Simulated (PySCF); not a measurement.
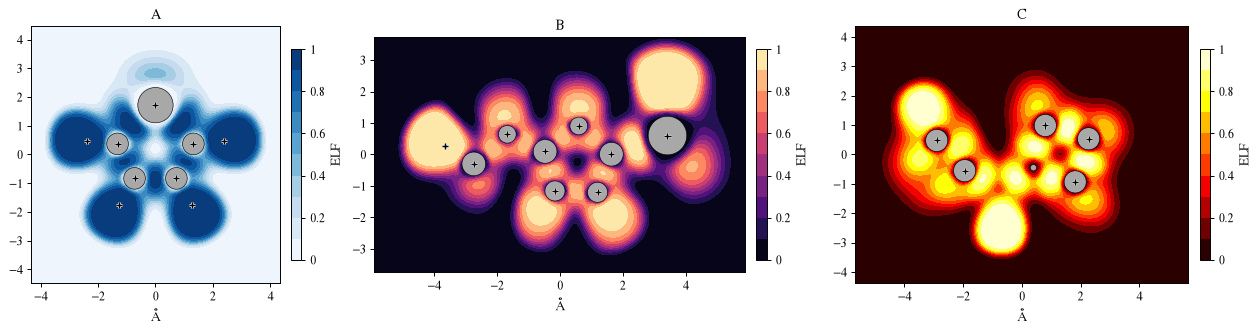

The electron localisation function of 3 systems, each on a plane through atoms (crosses mark nuclei in the plane; grey discs cover the cores).

Method: PBE0/pcSseg-1, SCF density, gas phase, non-relativistic (PySCF).

System 1: C8H11 (charge +1), the plane of atoms C6, C7 and C8. Geometry: GFN2-xTB.

```yaml
atoms:
  - { symbol: C, position_ang: [2.9663, 0.5026, -0.7116] }
  - { symbol: C, position_ang: [2.6353, -0.7585, -1.0960] }
  - { symbol: C, position_ang: [1.9689, -0.1814, -0.0071] }
  - { symbol: C, position_ang: [0.9121, -0.1953, 0.9444] }
  - { symbol: C, position_ang: [-0.3193, 0.4522, 0.2167] }
  - { symbol: C, position_ang: [-1.0715, -0.4075, -0.8011] }
  - { symbol: C, position_ang: [-2.3864, -0.0387, -0.0897] }
  - { symbol: C, position_ang: [-1.5820, 0.5304, 1.0904] }
  - { symbol: H, position_ang: [3.5661, 1.3749, -0.8510] }
  - { symbol: H, position_ang: [2.7869, -1.5841, -1.7557] }
  - { symbol: H, position_ang: [0.6420, -1.2073, 1.2477] }
  - { symbol: H, position_ang: [1.1369, 0.4291, 1.8111] }
  - { symbol: H, position_ang: [-0.0354, 1.4274, -0.1802] }
  - { symbol: H, position_ang: [-0.9817, -0.1027, -1.8410] }
  - { symbol: H, position_ang: [-0.8452, -1.4683, -0.7223] }
  - { symbol: H, position_ang: [-2.9536, 0.7209, -0.6191] }
  - { symbol: H, position_ang: [-3.0401, -0.8720, 0.1475] }
  - { symbol: H, position_ang: [-1.5594, -0.1398, 1.9455] }
  - { symbol: H, position_ang: [-1.8497, 1.5275, 1.4288] }
```

System 2: C3H6N2O2Si (SMILES COc1nnc([SiH3])o1), the plane of atoms N4, C3 and O8. Geometry: GFN2-xTB.

```
atom    x (Å)    y (Å)    z (Å)
   C   3.0156   0.4441   0.5350
   O   1.7517   0.7750   1.0941
   C   0.7302   0.2059   0.4870
   N   0.7434  -0.6089  -0.5184
   N  -0.5516  -0.9194  -0.7596
   C  -1.2810  -0.2883   0.0936
  Si  -3.1513  -0.2986   0.2606
   O  -0.5072   0.4645   0.9371
   H   3.1455  -0.6390   0.4991
   H   3.7555   0.9005   1.1882
   H   3.0993   0.8432  -0.4777
   H  -3.5984  -1.6793   0.1080
   H  -3.7034   0.5687  -0.7801
   H  -3.4489   0.2313   1.5908
```

System 3: C4H6Si (silole), the plane of atoms C1, C2 and H7. Geometry: GFN2-xTB.

```
atom    x (Å)    y (Å)    z (Å)
   C  -1.0265   0.7862  -0.3678
   C   0.2140   1.2774  -0.2665
  Si   1.3913  -0.0983   0.2641
   C  -0.0738  -1.2869   0.2884
   C  -1.1853  -0.6291  -0.0613
   H  -1.8912   1.3691  -0.6556
   H   0.4423   2.3103  -0.4706
   H   1.9853   0.1212   1.5838
   H   2.3944  -0.4306  -0.7488
   H  -0.0791  -2.3357   0.5345
   H  -2.1660  -1.0811  -0.1262
```

**Match each panel to its system.**

Panel A is system 3, C4H6Si: the plane holds C, Si and H. C–C (1.34 Å): the ELF peaks at about 0.90 between the atoms (a short, multiple covalent bond). Panel B is system 2, C3H6N2O2Si: the plane holds C, O, N, Si and H. C–N (1.29 Å): the ELF peaks at about 0.90 between the atoms; localised, covalent bonding. Panel C is system 1, C8H11: the plane holds C. C–C (1.40 Å): the ELF peaks at about 0.80 between the atoms: localised, covalent bonding.
